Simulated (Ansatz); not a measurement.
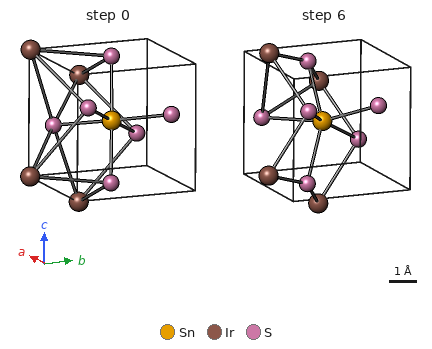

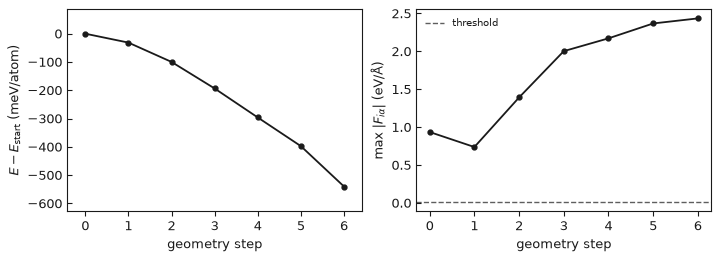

First and last geometry of a relaxation of solid SnIrS$_{3}$ (built on the cubic perovskite type) (coarse preliminary run), with the history of the run. The picture is a ball-and-stick view of the cell of the calculation, seen from a free direction.

All numbers below come from DFT PBE, scalar-relativistic, plane waves, PAW (Ansatz 0.2.0). Settings: plane-wave cutoff 420 eV; k-point mesh 6 × 6 × 6; occupations gaussian; smearing width 0.1 eV; collinear spin; cell and atoms relaxed; force threshold 0.015 eV/Å; at most 120 steps.

### Read the history and describe the run.

The run was cut off at its time limit before the relaxation converged, so the last structure is only a point on the way. Over 6 geometry steps the energy falls by 540 meV per atom. The largest force component goes from 0.94 to 2.4 eV/Å. The pressure goes from 0.77 to 0.66 GPa. The atom that moves furthest relative to the cell is the Ir atom (1.03 Å roughly along +b). By element the largest moves are Ir 1.03 Å, S 0.73 Å, Sn 0.22 Å. The drawn cell changes as follows: a 4.799 → 5.112 Å (+6.5 %), b 4.937 → 4.920 Å (−0.3 %), c 4.986 → 4.814 Å (−3.5 %), α 90.3° → 89.8°, β 90.6° → 90.1°, γ 89.1° → 87.1°; the volume changes by +2.4 %. Some distances before and after: Ir–S 3.503 → 4.987 Å, Ir–S 3.525 → 4.799 Å, Ir–S 3.332 → 2.255 Å, Ir–S 3.508 → 4.345 Å. Among the angles between lasting bonds that change: S–Sn–S 177.8° → 149.7°, Sn–S–Sn 177.8° → 149.7°, S–Sn–S 90.2° → 108.0°. The space group stays P1 (No. 1). The program noted that the starting moments weren't kept.

```json
{"step": "0", "E − E(0), meV/atom": "0.00", "largest force component, eV/Å": "0.9355", "pressure, GPa": "0.77", "volume, Å³/atom": "23.626"}
{"step": "1", "E − E(0), meV/atom": "-31.51", "largest force component, eV/Å": "0.7377", "pressure, GPa": "0.09", "volume, Å³/atom": "23.750"}
{"step": "2", "E − E(0), meV/atom": "-99.80", "largest force component, eV/Å": "1.3916", "pressure, GPa": "-0.37", "volume, Å³/atom": "23.921"}
{"step": "3", "E − E(0), meV/atom": "-193.70", "largest force component, eV/Å": "2.0026", "pressure, GPa": "-0.18", "volume, Å³/atom": "24.043"}
{"step": "4", "E − E(0), meV/atom": "-296.19", "largest force component, eV/Å": "2.1715", "pressure, GPa": "0.18", "volume, Å³/atom": "24.120"}
{"step": "5", "E − E(0), meV/atom": "-397.52", "largest force component, eV/Å": "2.3679", "pressure, GPa": "0.66", "volume, Å³/atom": "24.188"}
{"step": "6", "E − E(0), meV/atom": "-540.25", "largest force component, eV/Å": "2.4347", "pressure, GPa": "0.66", "volume, Å³/atom": "24.185"}
```
